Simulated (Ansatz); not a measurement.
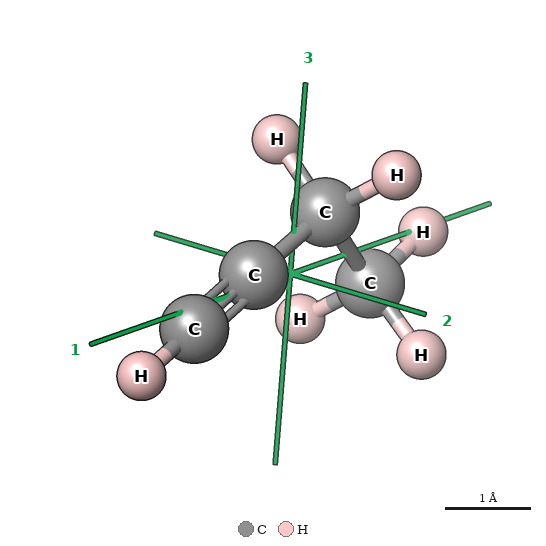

The three principal axes of inertia are drawn and numbered. Atoms fade into the background with distance from the viewer. The computed structure is the end point of a PBE-D4/def2-SVP optimisation. No frequency run is at hand to confirm it as a minimum. Masses are those of the most abundant isotopes; constants are for the rigid equilibrium geometry.

### Which line is the a axis (least moment of inertia), which b and which c?

a is line 1, b is line 3, c is line 2; the moments are 18.5, 114, 126 u Å².

### Classify the rotor and give the rotational constants (cm⁻¹).

An asymmetric top (Cs): A = 0.913, B = 0.148, C = 0.134 cm⁻¹. Ray's parameter κ is −0.96, close to the prolate limit.
